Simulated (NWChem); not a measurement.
# P2H4 (SMILES PP) at 6 levels

We compute a comparison of 6 runs (BLYP/aug-cc-pVDZ, SVWN5/aug-cc-pVDZ, r2SCAN/aug-cc-pVDZ, revPBE/aug-cc-pVDZ, CCSD/aug-cc-pVDZ, CCSD(T)/aug-cc-pVDZ) of P2H4. 

The results are computed with NWChem 7.3.0.

## 1. The molecule

P2H4 has 6 atoms, charge 0, and is taken as a singlet. As SMILES, `PP`. The coordinates come from a PBE0-D4/def2-TZVP relaxation. This is one conformer, not always the lowest.

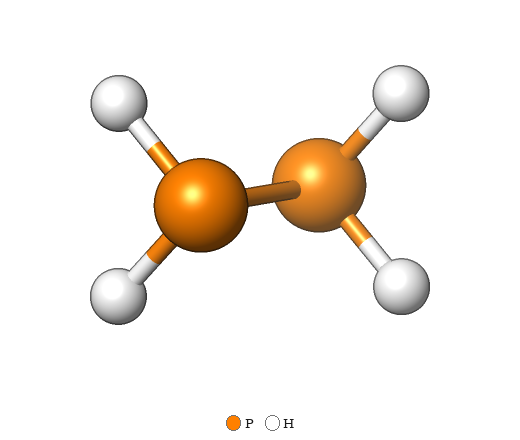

The structure, seen from a chosen angle (phosphorus orange, hydrogen white).

## 2. Energy and forces at BLYP/aug-cc-pVDZ (run 1)

File job.nw:

```
START job
memory stack 880 mb heap 220 mb global 1100 mb
charge 0

GEOMETRY units angstrom noautosym nocenter noautoz
   P      0.365100    -1.048800    -0.082300
   P     -0.365200     1.049100     0.078100
   H     -0.497000    -1.521600     0.945000
   H     -0.572100    -1.392900    -1.094900
   H      0.502800     1.524600    -0.942900
   H      0.566400     1.389600     1.097000
END

BASIS spherical bse
   P library aug-cc-pVDZ
   H library aug-cc-pVDZ
END

DFT
   xc becke88 lyp
   mult 1
   grid fine
   convergence energy 1e-08
   iterations 100
   mulliken
   print low
END

TASK dft gradient
```

Started as:

```
$ nwchem job.nw > job.out
```

What it wrote:

```text
[...]
 d= 0,ls=0.0,diis     1   -685.0542630314 -7.74D+02  9.39D-03  2.43D-01     2.2
[...]
 d= 0,ls=0.0,diis     8   -685.0796638333 -3.05D-10  5.75D-07  3.22D-09    12.5
         Total DFT energy =     -685.079663833269
      One electron energy =    -1122.543816515235
           Coulomb energy =      396.744280167734
    Exchange-Corr. energy =      -47.899187837829
 Nuclear repulsion energy =       88.619060352061
[...]
      Total Density - Mulliken Population Analysis
     ---------------------------------------------
    Atom       Charge   Shell Charges
 -----------   ------   -------------------------------------------------------
    1 P   15    15.61   2.00  2.06  0.93  0.82  0.10  6.02  1.80  1.62  0.06  0.12  0.08
    2 P   15    15.61   2.00  2.06  0.93  0.82  0.10  6.02  1.80  1.62  0.06  0.12  0.08
    3 H    1     0.70   0.74 -0.06 -0.01  0.02  0.01
    4 H    1     0.70   0.74 -0.06 -0.01  0.02  0.01
    5 H    1     0.70   0.74 -0.06 -0.01  0.02  0.01
    6 H    1     0.70   0.74 -0.06 -0.01  0.02  0.01
[...]
                         DFT ENERGY GRADIENTS
    atom               coordinates                        gradient
                 x          y          z           x          y          z
   1 P       0.689939  -1.981945  -0.155524   -0.016999   0.010615   0.001301
   2 P      -0.690128   1.982512   0.147588    0.017030  -0.010606  -0.001231
   3 H      -0.939194  -2.875407   1.785791    0.005730   0.003704  -0.006958
   4 H      -1.081112  -2.632199  -2.069061    0.006241   0.002823   0.006937
   5 H       0.950154   2.881076  -1.781823   -0.005785  -0.003726   0.006934
   6 H       1.070341   2.625963   2.073029   -0.006217  -0.002811  -0.006983
 Task  times  cpu:       16.3s     wall:       16.3s
 Total times  cpu:       16.3s     wall:       16.3s
```

Wall time 17 s (1 thread of AMD EPYC 9R45 (Zen 5), shared host); peak memory 0.12 GiB.

## 3. Energy and forces at SVWN5/aug-cc-pVDZ (run 2)

File h4p2.nw:

```
start h4p2
memory stack 880 mb heap 220 mb global 1100 mb

geometry noautosym nocenter noautoz
  P     0.365100   -1.048800   -0.082300
  P    -0.365200    1.049100    0.078100
  H    -0.497000   -1.521600    0.945000
  H    -0.572100   -1.392900   -1.094900
  H     0.502800    1.524600   -0.942900
  H     0.566400    1.389600    1.097000
end

basis spherical bse
  * library aug-cc-pVDZ
end

dft
  xc slater vwn_5
  grid fine
  convergence energy 1e-08
  maxiter 100
  mulliken
end

task dft gradient
```

Started as:

```
$ nwchem h4p2.nw > h4p2.out
```

What it wrote:

```text
[...]
          Wavefunction type:  closed shell.
          No. of atoms     :     6
          No. of electrons :    34
[...]
          Charge           :     0
          Spin multiplicity:     1
[...]
          AO basis - number of functions:    90
[...]
              XC Information
              --------------
                        Slater Exchange Functional  1.000 local
                      VWN V Correlation Functional  1.000 local
[...]
 d= 0,ls=0.0,diis     1   -682.5151485235 -7.71D+02  9.29D-03  3.36D-01     1.9
[...]
 d= 0,ls=0.0,diis     8   -682.5375299893 -4.80D-11  3.73D-07  1.00D-09     9.8
         Total DFT energy =     -682.537529989341
      One electron energy =    -1122.563410240138
           Coulomb energy =      396.719978979382
    Exchange-Corr. energy =      -45.313159080645
 Nuclear repulsion energy =       88.619060352061
[...]
      Total Density - Mulliken Population Analysis
     ---------------------------------------------
    Atom       Charge   Shell Charges
 -----------   ------   -------------------------------------------------------
    1 P   15    15.66   2.00  2.07  0.91  0.83  0.08  6.02  1.81  1.68  0.06  0.12  0.08
    2 P   15    15.66   2.00  2.07  0.91  0.83  0.08  6.02  1.81  1.68  0.06  0.12  0.08
    3 H    1     0.67   0.68 -0.03 -0.01  0.02  0.01
    4 H    1     0.67   0.68 -0.04 -0.01  0.02  0.01
    5 H    1     0.67   0.68 -0.04 -0.01  0.02  0.01
    6 H    1     0.67   0.68 -0.04 -0.01  0.02  0.01
[...]
  wavefunction    = closed shell
                         DFT ENERGY GRADIENTS
    atom               coordinates                        gradient
                 x          y          z           x          y          z
   1 P       0.689939  -1.981945  -0.155524   -0.017178  -0.000930   0.000570
   2 P      -0.690128   1.982512   0.147588    0.017210   0.000939  -0.000482
   3 H      -0.939194  -2.875407   1.785791    0.007045   0.003152  -0.006921
   4 H      -1.081112  -2.632199  -2.069061    0.007548   0.002286   0.006732
   5 H       0.950154   2.881076  -1.781823   -0.007101  -0.003173   0.006889
   6 H       1.070341   2.625963   2.073029   -0.007524  -0.002274  -0.006787
[...]
```

It took 14 s on 1 thread of AMD EPYC 9R45 (Zen 5), shared host; peak memory 0.12 GiB.

## 4. Energy and forces at r2SCAN/aug-cc-pVDZ (run 3)

File run.xyz:

```xyz
6

P      0.365100    -1.048800    -0.082300
P     -0.365200     1.049100     0.078100
H     -0.497000    -1.521600     0.945000
H     -0.572100    -1.392900    -1.094900
H      0.502800     1.524600    -0.942900
H      0.566400     1.389600     1.097000
```

File run.nw:

```
START run
memory total 2200 mb
GEOMETRY noautosym nocenter noautoz
load run.xyz
END
BASIS spherical bse
* library aug-cc-pVDZ
END
DFT
xc r2scan
grid fine
convergence energy 1e-08
iterations 100
mulliken
END
TASK dft gradient
```

Started as:

```
$ nwchem run.nw > run.out
```

What it wrote:

```text
[...]
          Wavefunction type:  closed shell.
          No. of atoms     :     6
          No. of electrons :    34
[...]
          Charge           :     0
          Spin multiplicity:     1
[...]
          AO basis - number of functions:    90
[...]
              XC Information
              --------------
                      r^2SCAN Method XC Functional
               r^2SCAN metaGGA Exchange Functional  1.000
                     r^2SCAN Correlation Potential  1.000
[...]
 d= 0,ls=0.0,diis     1   -685.0236036737 -7.74D+02  7.70D-03  1.40D-01     2.3
[...]
 d= 0,ls=0.0,diis     8   -685.0419384701 -2.55D-10  1.58D-07  3.04D-11    13.7
         Total DFT energy =     -685.041938470083
      One electron energy =    -1122.667371715060
           Coulomb energy =      396.882052334170
    Exchange-Corr. energy =      -47.875679441254
 Nuclear repulsion energy =       88.619060352061
[...]
      Total Density - Mulliken Population Analysis
     ---------------------------------------------
    Atom       Charge   Shell Charges
 -----------   ------   -------------------------------------------------------
    1 P   15    15.82   2.00  2.05  0.87  0.98  0.07  6.01  1.77  1.84  0.05  0.12  0.08
    2 P   15    15.83   2.00  2.05  0.87  0.98  0.07  6.01  1.77  1.84  0.05  0.12  0.08
    3 H    1     0.59   0.72 -0.12 -0.00  0.02 -0.02
    4 H    1     0.59   0.72 -0.12 -0.00  0.02 -0.02
    5 H    1     0.59   0.72 -0.12 -0.00  0.02 -0.02
    6 H    1     0.59   0.72 -0.12 -0.00  0.02 -0.02
[...]
  wavefunction    = closed shell
                         DFT ENERGY GRADIENTS
    atom               coordinates                        gradient
                 x          y          z           x          y          z
   1 P       0.689939  -1.981945  -0.155524   -0.009978   0.004228   0.000632
   2 P      -0.690128   1.982512   0.147588    0.010008  -0.004216  -0.000597
   3 H      -0.939194  -2.875407   1.785791    0.003572   0.002042  -0.004021
   4 H      -1.081112  -2.632199  -2.069061    0.003866   0.001536   0.003981
   5 H       0.950154   2.881076  -1.781823   -0.003610  -0.002060   0.004015
   6 H       1.070341   2.625963   2.073029   -0.003858  -0.001532  -0.004010
[...]
```

It took 19 s on 1 thread of AMD EPYC 9R45 (Zen 5), shared host; peak memory 0.12 GiB.

Runs 4 to 5 aren't shown in full; the table further down has their settings and results.

## 5. The energy at CCSD(T)/aug-cc-pVDZ (run 6)

File h4p2.nw:

```
start h4p2
title "H4P2"
memory stack 880 mb heap 220 mb global 1100 mb

geometry units angstrom noautosym nocenter noautoz
  P      0.365100    -1.048800    -0.082300
  P     -0.365200     1.049100     0.078100
  H     -0.497000    -1.521600     0.945000
  H     -0.572100    -1.392900    -1.094900
  H      0.502800     1.524600    -0.942900
  H      0.566400     1.389600     1.097000
end

basis "ao basis" spherical bse
  * library aug-cc-pVDZ
end

scf
  nopen 0
  rhf
  thresh 1e-08
  maxiter 80
end

ccsd
  freeze core 10
  maxiter 60
end

task ccsd(t) energy
```

Started as:

```
$ nwchem h4p2.nw > h4p2.out
```

What it wrote:

```text
[...]
  functions       =    90
[...]
  wavefunction    = RHF
[...]
         Total SCF energy =   -683.796604055645
      One-electron energy =  -1122.274891776913
      Two-electron energy =    349.859227369207
 Nuclear repulsion energy =     88.619060352061
        Time for solution =     17.8s
[...]
 Total MP2 energy:           -684.062378092819245
[...]
             energy      energy      error      ampl     ampl      Block
                                                time     time      time
[...]
 Total CCSD energy:           -684.107716546066513
[...]
 Total CCSD+T(CCSD) energy:           -684.118844497238683
[...]
 Total CCSD(T) energy:                -684.118591117481628
[...]
```

Run time: 93 s. Hardware: 1 thread of AMD EPYC 9R45 (Zen 5), shared host; peak memory 0.18 GiB.

## 6. All runs side by side

```tsv
run	level	task	integration grid	energy (Eh)	largest force (eV/Å)	wall time
1	BLYP/aug-cc-pVDZ	gradient	fine	-685.079664	1.034	17 s
2	SVWN5/aug-cc-pVDZ	gradient	fine	-682.537530	0.887	14 s
3	r2SCAN/aug-cc-pVDZ	gradient	fine	-685.041938	0.559	19 s
4	revPBE/aug-cc-pVDZ	gradient	fine	-684.970910	0.950	17 s
5	CCSD/aug-cc-pVDZ	energy	–	-684.107717	–	86 s
6	CCSD(T)/aug-cc-pVDZ	energy	–	-684.118591	–	93 s
```

## 7. Results

| quantity | value |
| --- | --- |
| run 6: total energy | -684.11859 Eh |
| run 6: HOMO energy (Hartree–Fock orbitals) | -9.28 eV |
| run 6: LUMO energy (Hartree–Fock orbitals) | 0.97 eV |
| run 6: HOMO–LUMO gap (Hartree–Fock orbitals) | 10.25 eV |
| run 6: correlation energy (10 core orbitals frozen) | -322.0 mEh |
| run 6: (T) correction | -10.87 mEh |

In words: Over runs 2, 3, 4 the HOMO–LUMO gap runs from 4.60 eV (SVWN5/aug-cc-pVDZ) to 5.20 eV (r2SCAN/aug-cc-pVDZ). Totals of different functionals can't be ranked against each other. All runs together took 4.1 min, the longest 93 s.
